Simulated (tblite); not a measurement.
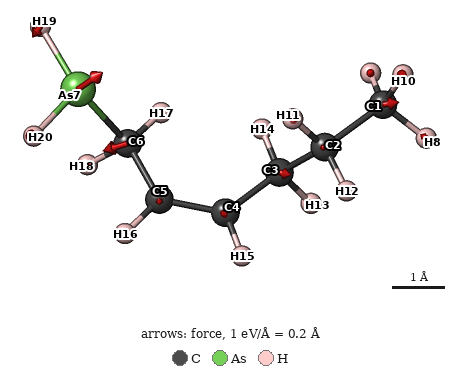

Starting geometry of C6H13As with the computed forces as red arrows. A ball-and-stick model, seen face on.

These are results of GFN2-xTB geometry optimisation, gas phase (tblite 0.8.0), not measurements. 

> Is this structure relaxed? If not, where do the atoms go?

It isn't relaxed: the largest force vector, on the As atom, is 3.89 eV/Å. The final displacements have little in common with the starting forces (cosine between the two patterns 0.14). After 172 geometry steps the energy has fallen by 148.4 kJ/mol. The atom that moves furthest after the best rigid fit is an H atom (1.63 Å). Largest moves by element: H 1.63 Å, As 1.38 Å, C 0.49 Å. Some distances before and after: As–H 1.547 → 1.505 Å, C–H 1.133 → 1.091 Å, As–C 1.977 → 2.001 Å, C–C 1.471 → 1.493 Å. Among the angles between lasting bonds that change: H–As–H 114.8° → 89.4°, C–As–H 114.1° → 94.1°, C–As–H 110.7° → 94.4°. Groups turn about C–C by about 50°, C–C by about 25°.
